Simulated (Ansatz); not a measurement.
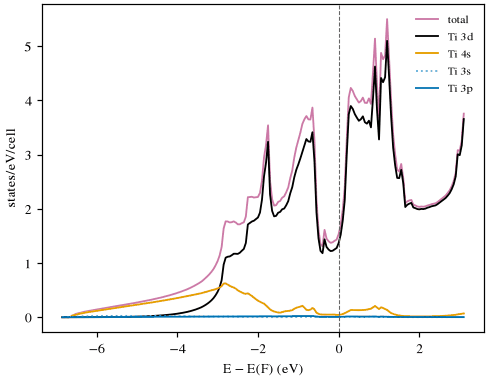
Fig. 1. Total and projected density of states of Ti (hcp (Mg type), P6_3/mmc), r²SCAN (plane waves, PAW; program Ansatz)

Task: Which orbitals carry the states next to the Fermi level?

Result: Within 0.5 eV of the Fermi level: Ti 3d 91 %, outside the projected shells 5 %. Projections are on Löwdin-orthogonalised atomic valence shells; empty p or d shells of many metals are not among them.

Task: Where is the tallest occupied peak in this window, and what makes it?

Result: Near -0.6 eV, about 3.9 states/eV per cell; the largest projected share is Ti 3d.

The cell was relaxed with r²SCAN under the symmetry of its start; of distortions, only those at the zone centre were tested. The run is not spin-polarised.

Potentials: the later of the program's two PAW sets.
